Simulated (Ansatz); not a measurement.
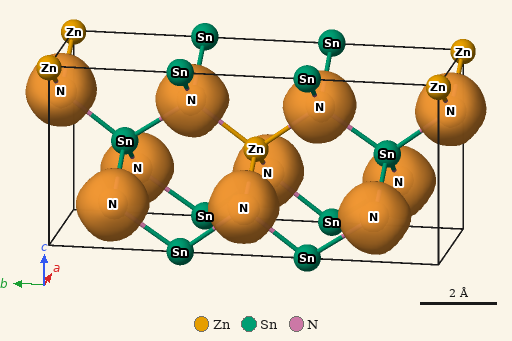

ZnSn₂N₃. Isosurface of the ELF at 0.65 (orange), seen at an oblique angle. Core shells and regions of very low density are left out. Sticks mark near contacts.

Space group Imm2; a generated structure, not necessarily the stable one; computed pressure about −4 GPa in this cell; computed without spin polarisation.

Method: DFT r2SCAN, scalar-relativistic, plane waves, PAW (Ansatz 0.2.0).

Core electrons are frozen (PAW), and the valence fields are smoothed inside the atomic spheres.

> Where are the electrons localised?

The ELF exceeds this value in six regions wrapped around N (the valence shell of each), counted in one cell of 12 atoms. Regions shared between cells count once. Profiles from the grid: Zn–N (2.10 Å): the ELF peaks at about 0.85 in the valence shell of N, 0.7 Å from its nucleus, and is about 0.30 at the midpoint. Sn–N (2.12 Å): the ELF peaks at about 0.80 in the valence shell of N, 0.7 Å from its nucleus, and is about 0.35 at the midpoint.
